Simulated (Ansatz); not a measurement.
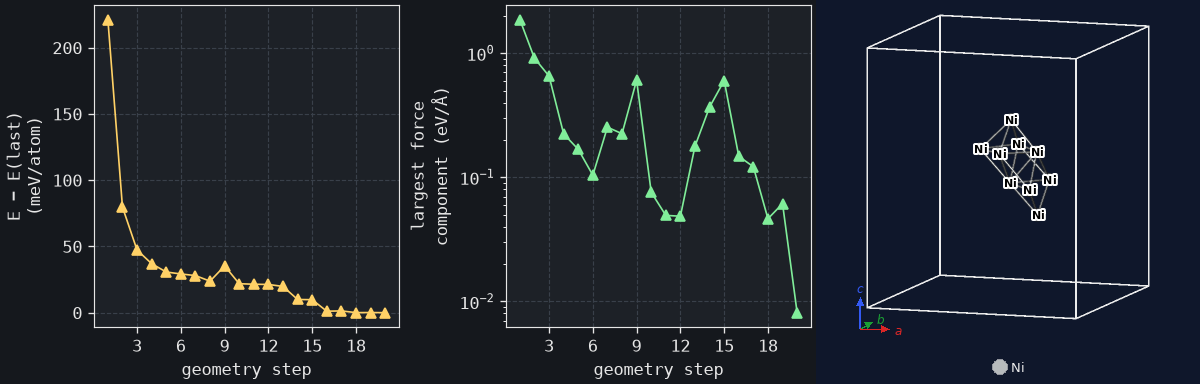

Beside the plot: the structure at the start.

History of a geometry optimisation. Only the atoms move.

Ni (9 atoms in the cell); DFT PBEsol, scalar-relativistic, plane waves, PAW in Ansatz; cutoff 420 eV, 1×1×1 k-mesh, Gaussian smearing of 0.05 eV, collinear spins.

How did the optimisation end?

The optimisation met its thresholds at geometry 20, counting the start as the first. The energy fell by about 220 meV/atom from the first step to the last. Steps 9, 17 and 19 went uphill and were rejected by the line search. The largest force component goes from about 1.9 eV/Å at the start to 8 × 10⁻³ eV/Å at the end.
